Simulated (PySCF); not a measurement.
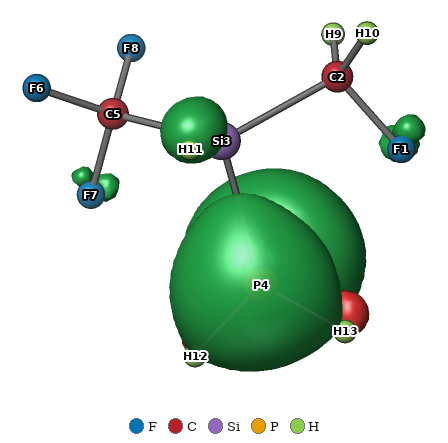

Figure. C₂H₅F₄PSi (charge +1, doublet). Isosurfaces of the spin density (α minus β) at +0.015 (green) and −0.015 e/Å³ (red), seen at a tilt.

Geometry: GFN2-xTB.

Level of theory: UKS B3LYP, pcH-1 on C F H P Si, non-relativistic, mean-field spin-orbit, GIAO (PySCF).

```yaml
atoms:
  - { symbol: F, position_ang: [1.8584, 1.4501, 0.0095] }
  - { symbol: C, position_ang: [1.7733, 0.0792, 0.1848] }
  - { symbol: Si, position_ang: [0.2644, -0.4523, -0.8903] }
  - { symbol: P, position_ang: [-0.7219, 1.6551, -0.9689] }
  - { symbol: C, position_ang: [-1.1966, -1.3208, 0.1076] }
  - { symbol: F, position_ang: [-1.5638, -2.4717, -0.4397] }
  - { symbol: F, position_ang: [-2.2739, -0.4940, 0.0732] }
  - { symbol: F, position_ang: [-0.9065, -1.5297, 1.3894] }
  - { symbol: H, position_ang: [1.6558, -0.0969, 1.2609] }
  - { symbol: H, position_ang: [2.7252, -0.3456, -0.1420] }
  - { symbol: H, position_ang: [0.4310, -1.0887, -2.1963] }
  - { symbol: H, position_ang: [-2.0237, 1.8413, -1.4071] }
  - { symbol: H, position_ang: [-0.0262, 2.7745, -1.3918] }
```

**Which atoms carry the spin?**

The unpaired spin (1 electron) lies mostly on P4 (about 0.9), in electrons by Hirshfeld's partition.
